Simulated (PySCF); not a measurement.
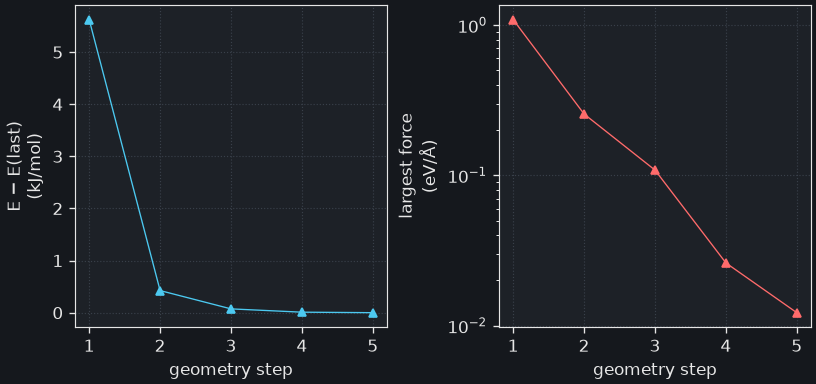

History of a geometry optimisation.

C4H9ClSi (SMILES Cl[C@@H]1CC[SiH2]C1); PySCF, PBE0-D3(BJ)/def2-SVP, geometry optimisation.

> How did it end, and what did it gain?

The optimisation met its thresholds at geometry 5, counting the start as the first. The energy fell by about 5.6 kJ/mol from the first step to the last. The largest force goes from about 1.1 eV/Å at the start to 0.012 eV/Å at the end.
